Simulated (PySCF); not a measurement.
## Geometry relaxation, with input and output: Ge$_{2}$H$_{3}$ClF

System: Ge$_{2}$H$_{3}$ClF, multiplicity 2.
Method: PBE0-D3(BJ)/def2-SVP geometry optimisation, gas phase (PySCF 2.14.0).

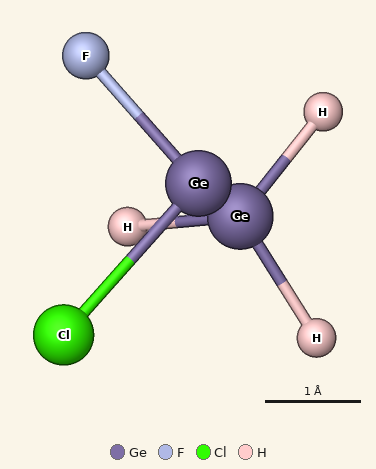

Fig. 1: The input geometry (ball-and-stick view, seen at a tilt). Sticks mark near contacts.

**Input file**
```
{"job": {"xc": "PBE0", "basis": "def2-SVP", "d3": "d3bj", "grid": 2, "kind": "geom", "shake": 0.01}, "charge": 0, "multiplicity": 2}
Ge     0.223454     1.675707     0.310663
Ge    -0.482517    -0.891993     0.198553
F      1.965598     1.397714     0.670733
Cl     0.431398     2.146502    -1.799918
H     -1.899587    -0.990323    -0.350926
H     -0.556874    -1.511043     1.581406
H      0.349147    -1.860569    -0.633360
```

The first line tells a small driver script what to run in PySCF; the rest is the geometry in Å.

Run on 1 CPU thread, shared host.

Command:
```bash
OMP_NUM_THREADS=1 python <driver script> task.json out
```

**Log**
```
step   0  E = -4714.38236300  max force = 0.025639
step   1  E = -4714.39135506  max force = 0.009670
step   2  E = -4714.39324336  max force = 0.003874
step   3  E = -4714.39345946  max force = 0.001348
step   4  E = -4714.39349951  max force = 0.000355
step   5  E = -4714.39351013  max force = 0.000472
step   6  E = -4714.39351737  max force = 0.000514
step   7  E = -4714.39351716  max force = 0.000296
optimisation converged
```

**Trajectory as extended XYZ (Å, eV, eV/Å), 8 frames, from step=0 to step=7**
```
7
Properties=species:S:1:pos:R:3:forces:R:3 step=0 energy=-128284.87833
Ge    0.2235    1.6757    0.3107    1.2090  -1.3184  -0.0392
Ge   -0.4825   -0.8920    0.1986   -0.2653   0.2318   0.0681
F     1.9656    1.3977    0.6707   -1.0336   0.2871   0.0554
Cl    0.4314    2.1465   -1.7999   -0.1712   0.1800  -0.1747
H    -1.8996   -0.9903   -0.3509   -0.3382   0.2849  -0.1943
H    -0.5569   -1.5110    1.5814    0.1196   0.1123   0.5674
H     0.3492   -1.8606   -0.6334    0.4797   0.2222  -0.2827
7
Properties=species:S:1:pos:R:3:forces:R:3 step=1 energy=-128285.12301
Ge    0.2503    1.5226    0.2914   -0.0652  -0.4973  -0.3744
Ge   -0.4987   -0.9415    0.2024   -0.0338   0.2320   0.0840
F     1.9438    1.5388    0.7087    0.1095  -0.0517   0.2510
Cl    0.4011    2.1053   -1.8115   -0.1670   0.0187   0.0421
H    -1.9275   -0.9325   -0.3608   -0.0199   0.0961  -0.0496
H    -0.5428   -1.5105    1.6278    0.0640   0.0625   0.0838
H     0.4044   -1.8161   -0.6808    0.1124   0.1397  -0.0369
7
Properties=species:S:1:pos:R:3:forces:R:3 step=2 energy=-128285.17439
Ge    0.2380    1.4620    0.2800    0.1230  -0.0437  -0.1992
Ge   -0.4936   -0.9188    0.2013   -0.0946  -0.0358   0.0831
F     1.9261    1.4681    0.7447   -0.0388  -0.0249   0.0895
Cl    0.3485    2.0613   -1.8183   -0.0750   0.0189   0.0510
H    -1.9175   -0.8910   -0.3802    0.0366   0.0020   0.0046
H    -0.5193   -1.4700    1.6378    0.0162   0.0191  -0.0284
H     0.4484   -1.7456   -0.6881    0.0327   0.0644  -0.0007
7
Properties=species:S:1:pos:R:3:forces:R:3 step=3 energy=-128285.18028
Ge    0.2407    1.4471    0.2660    0.0473   0.0601  -0.0693
Ge   -0.4963   -0.9168    0.2051   -0.0384  -0.0375   0.0402
F     1.9211    1.4436    0.7572   -0.0107  -0.0145   0.0174
Cl    0.3249    2.0627   -1.8254   -0.0181   0.0114   0.0230
H    -1.9143   -0.8934   -0.3840    0.0025  -0.0200   0.0005
H    -0.5124   -1.4602    1.6420    0.0020  -0.0062  -0.0060
H     0.4669   -1.7169   -0.6837    0.0154   0.0067  -0.0058
7
Properties=species:S:1:pos:R:3:forces:R:3 step=4 energy=-128285.18136
Ge    0.2428    1.4501    0.2573   -0.0079   0.0182  -0.0094
Ge   -0.4987   -0.9193    0.2089    0.0033   0.0097   0.0121
F     1.9212    1.4390    0.7556   -0.0022  -0.0109  -0.0087
Cl    0.3164    2.0747   -1.8301    0.0018   0.0048   0.0054
H    -1.9156   -0.9081   -0.3825    0.0003  -0.0159   0.0013
H    -0.5097   -1.4598    1.6463    0.0013  -0.0030   0.0002
H     0.4741   -1.7107   -0.6783    0.0033  -0.0029  -0.0009
7
Properties=species:S:1:pos:R:3:forces:R:3 step=5 energy=-128285.18165
Ge    0.2401    1.4531    0.2519   -0.0243   0.0030   0.0091
Ge   -0.4983   -0.9193    0.2119    0.0141   0.0135  -0.0016
F     1.9188    1.4356    0.7485    0.0036  -0.0067  -0.0115
Cl    0.3099    2.0827   -1.8334    0.0048   0.0019  -0.0028
H    -1.9152   -0.9222   -0.3792   -0.0004  -0.0095   0.0013
H    -0.5047   -1.4568    1.6504    0.0023   0.0008   0.0039
H     0.4799   -1.7070   -0.6731   -0.0002  -0.0031   0.0016
7
Properties=species:S:1:pos:R:3:forces:R:3 step=6 energy=-128285.18185
Ge    0.2310    1.4583    0.2433   -0.0264  -0.0085   0.0196
Ge   -0.4950   -0.9189    0.2172    0.0153   0.0031  -0.0135
F     1.9119    1.4316    0.7325    0.0059   0.0016  -0.0077
Cl    0.2957    2.0938   -1.8395    0.0025  -0.0019  -0.0094
H    -1.9128   -0.9486   -0.3712    0.0005   0.0006   0.0018
H    -0.4917   -1.4486    1.6586    0.0038   0.0059   0.0059
H     0.4914   -1.7015   -0.6639   -0.0016  -0.0009   0.0033
7
Properties=species:S:1:pos:R:3:forces:R:3 step=7 energy=-128285.18185
Ge    0.2208    1.4618    0.2372   -0.0126  -0.0095   0.0152
Ge   -0.4901   -0.9194    0.2211    0.0085  -0.0070  -0.0126
F     1.9041    1.4329    0.7190    0.0012   0.0077  -0.0020
Cl    0.2811    2.0984   -1.8453   -0.0020  -0.0031  -0.0094
H    -1.9091   -0.9688   -0.3634    0.0012   0.0049   0.0018
H    -0.4779   -1.4404    1.6658    0.0040   0.0063   0.0040
H     0.5017   -1.6984   -0.6572   -0.0003   0.0008   0.0030
```

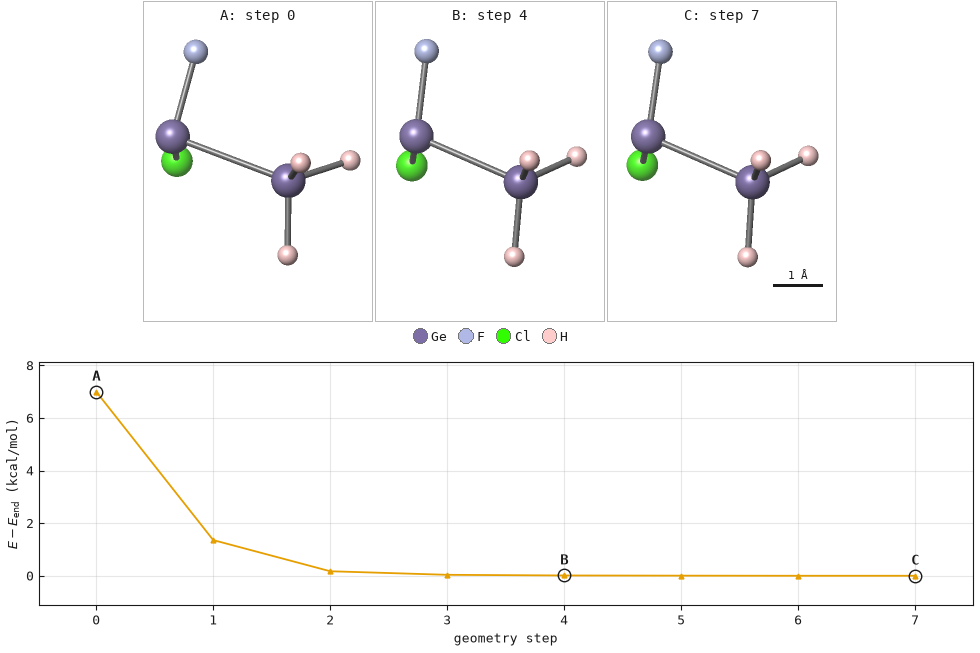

Fig. 2: Frames of the relaxation (ball-and-stick view, seen at an oblique angle) above the curves, on which the letters mark them (steps are counted from 0).

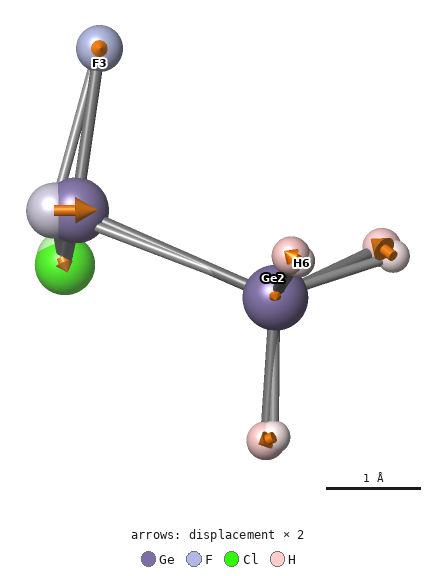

Fig. 3: Start (faint) and end (solid) with the displacements as orange arrows, magnified 2 times (ball-and-stick view, seen at an oblique angle). The two geometries are laid on each other by the best rigid fit. Over 7 geometry steps the energy falls by 7.00 kcal/mol. Largest force component: 1.3 eV/Å at the start, 0.015 eV/Å at the end. Ge1 moves most after the best rigid fit: 0.24 Å. By element the largest moves are Ge 0.24 Å, H 0.19 Å, Cl 0.09 Å, F 0.08 Å. Among the contacts that change: Ge1–Ge2 2.665 → 2.485 Å, Ge1–F3 1.801 → 1.751 Å, Ge2–H5 1.523 → 1.535 Å, Ge1–Cl4 2.172 → 2.178 Å. Among the angles that change: Ge1–Ge2–H7 119.4° → 107.7°, Ge2–Ge1–F3 96.7° → 105.1°, F3–Ge1–Cl4 97.8° → 104.0°. (Atoms are counted from 1 in the order of the input.)

**Summary**

| quantity | value |
| --- | --- |
| outcome | converged |
| total energy | −4714.393517 hartree |
| ⟨S²⟩ | 0.754 |
| dipole moment | 2.82 D |
| point group | C1 |
| wall time | 2 min |
| peak memory | 0.54 GiB |
